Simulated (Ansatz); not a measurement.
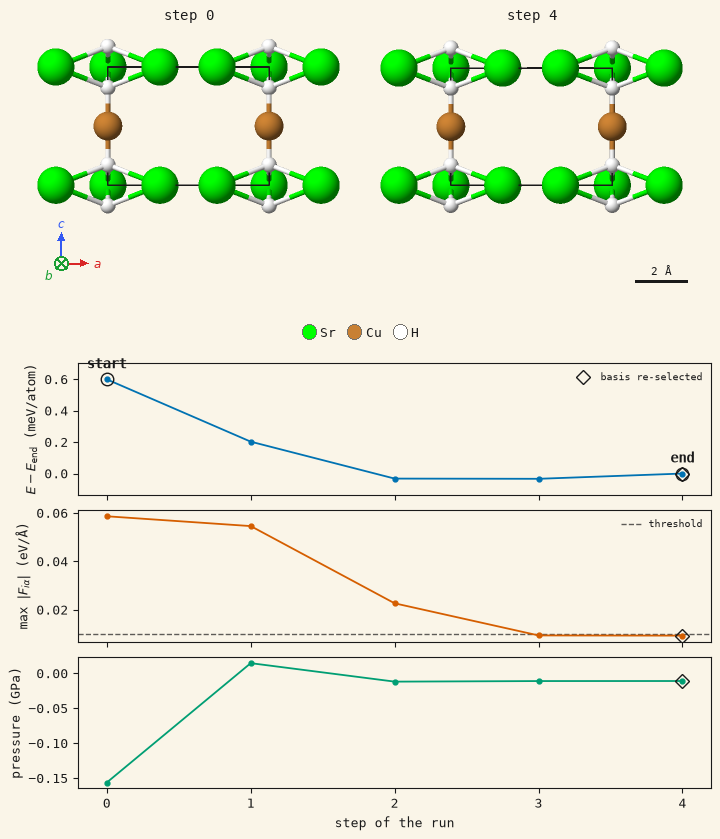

First and last geometry of a relaxation of solid Sr3CuH2 (a generated structure, set up in P-62m), with the history of the run. A ball-and-stick model of the cell of the calculation, seen along the b axis.

Computed with DFT PBE, scalar-relativistic, plane waves, PAW (Ansatz 0.2.0). Settings: plane-wave cutoff 420 eV; k-point mesh 6 × 6 × 8; occupations gaussian; smearing width 0.1 eV; no spin polarisation; cell and atoms relaxed; force threshold 0.01 eV/Å; at most 80 steps.

> What do the curves and the structures tell?

It converged. The largest moves relative to the cell, 0.012 Å, are those of Sr and H atoms. By element the largest moves are H 0.012 Å, Sr 0.012 Å. Cu stays in place. The drawn cell changes as follows: a = b 7.279 → 7.289 Å (+0.1 %), c 4.625 → 4.582 Å (−0.9 %); the volume changes by −0.6 %. Among the contacts that change: H–Sr 2.483 → 2.469 Å. The space group stays P-62m (No. 189). The energy falls by 0.6 meV per atom in 3 accepted moves (4 points after the start). The largest force component goes from 0.059 to 0.0093 eV/Å. Pressure: −0.16 GPa at the start and −0.01 GPa at the end. The SCF was repeated once at an unchanged geometry on a basis and grid sized afresh for the cell, which shifted the energy by less than 0.05 meV per atom at most. Cost: 95 s on 1 thread of Arm Neoverse V2, on a shared host, peak memory 0.5 GiB.
